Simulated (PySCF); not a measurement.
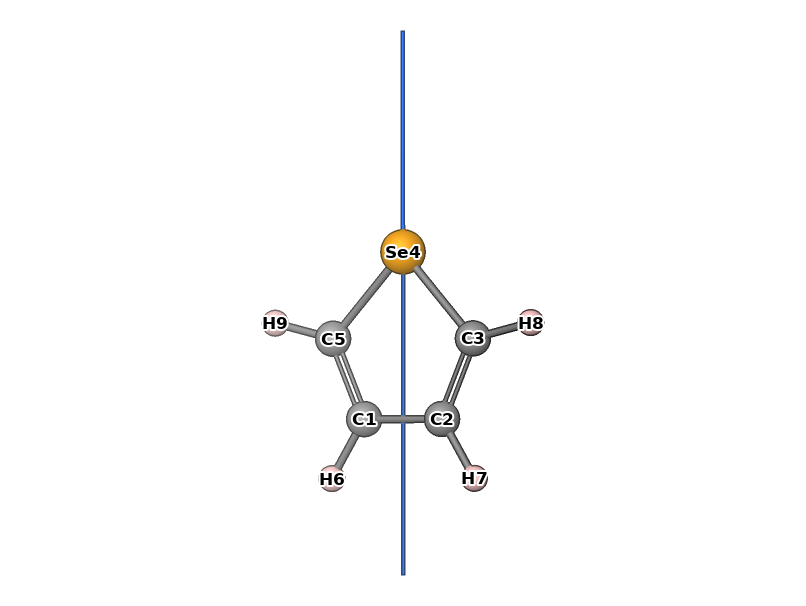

A line through the centre of mass is drawn in. Distant atoms are faded towards the background colour. The geometry was computed by an optimisation with PBE0-D3(BJ)/def2-SVP. No frequency run is at hand to confirm it as a minimum.

Is the line a proper rotation axis of the structure, and of what order?

Answer. Yes, a C2 axis. A turn by 180° leaves Se4 in place and moves C1 ↔ C2; C3 ↔ C5; H6 ↔ H7; H8 ↔ H9. The point group is C2v.
